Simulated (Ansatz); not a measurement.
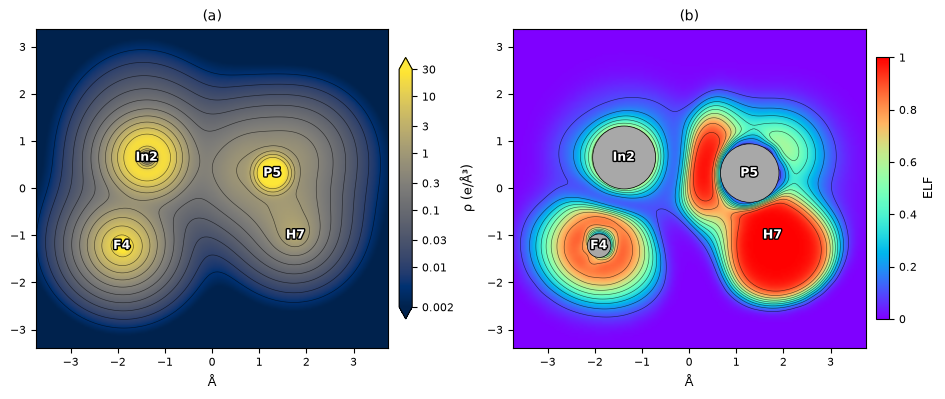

Figure 1: F₃H₃InP (SMILES [F][In-]([F])([F])[PH3+]). (a) electron density; (b) ELF on the plane of atoms In2, P5 and H7. Grey discs cover the atomic cores in the ELF map.

Geometry: PBE0-D4/def2-TZVP; core potentials replace the inner electrons of In.

The calculation used RKS PBE0-D4/def2-TZVPP (Ansatz 0.2.0).

Input

```
crystal:
  periodic: [false, false, false]
  atoms:
    - {symbol: F, position_ang: [-0.413560, -2.238990, 1.290365]}
    - {symbol: In, position_ang: [0.655322, -1.333378, -0.058669]}
    - {symbol: F, position_ang: [2.460187, -0.794506, 0.426712]}
    - {symbol: F, position_ang: [0.309266, -1.758231, -1.924834]}
    - {symbol: P, position_ang: [-0.518423, 1.079690, 0.035615]}
    - {symbol: H, position_ang: [-1.575277, 1.253579, 0.947476]}
    - {symbol: H, position_ang: [-1.118016, 1.556155, -1.144267]}
    - {symbol: H, position_ang: [0.292599, 2.178679, 0.371902]}
basis:
  gaussian: {orbitals: def2-TZVPP}
hamiltonian: {xc: pbe0, dispersion: d4}
output: {orbitals: {seedname: orbitals}}
```

Launched as:

```sh
ansatz run in.yaml --threads 4 --pin off --events-out ev --progress --plain --max-ram 10444MiB
```

Question: What does the map show?

Answer:
- The plane passes through In, F, P and H nuclei.
- In–F (1.94 Å): ρ at the midpoint is about 0.81 e/Å³; the ELF peaks at about 0.85 in the valence shell of F, 0.5 Å from its nucleus, and drops to about 0.15 between the two atoms.
- In–P (2.69 Å): ρ is about 0.36 e/Å³ halfway; the ELF peaks at about 1 in the valence shell of P, 1.0 Å from its nucleus, and drops to about 0.15 between the two atoms.
- P–H (1.41 Å): ρ is about 1.2 e/Å³ halfway; the ELF climbs to about 1 towards the hydrogen, as it does in any bond to H.
- The ELF also peaks beside F4, away from the bonds: lone-pair regions.
